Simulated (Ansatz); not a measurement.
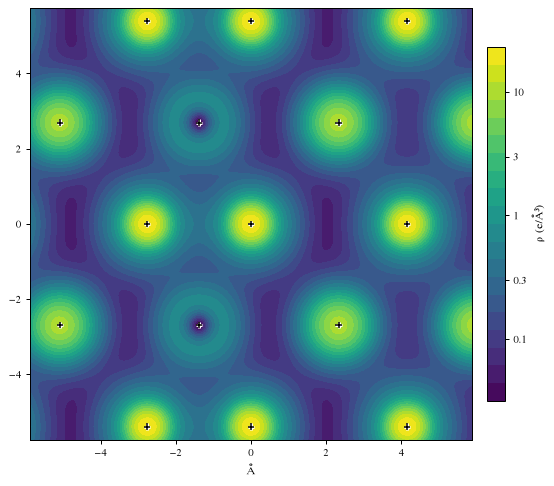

The valence charge density (pseudo) on a plane through atoms (crosses mark nuclei in the plane).

Level of theory: DFT, r2SCAN+rVV10, plane waves, PAW in Ansatz.

Candidates:
A. Sb3PPb2, a = 3.81 Å, b = 3.81 Å, c = 11.07 Å, α = 90.00°, β = 90.00°, γ = 90.00°. Space group P4/mmm; a structure from a database of computed crystals, not necessarily the ambient phase; started from the Mg3HgAu2-123 prototype, which need not be the ambient phase.
B. SiAu2O3, a = 5.81 Å, b = 5.93 Å, c = 5.49 Å, α = 90.00°, β = 90.00°, γ = 90.00°. Space group Cmmm; a structure from a database of computed crystals, not necessarily the ambient phase; started from the CeAl2Cu3-65 prototype, which need not be the ambient phase.

Question: Which system is this?

Answer: Candidate A: Sb3PPb2 on the (110) plane of the conventional cell, which holds Sb, P and Pb. Sb–Sb (2.76 Å): ρ at the midpoint is about 0.41 e/Å³. Sb–P (3.03 Å): ρ is about 0.23 e/Å³ halfway.
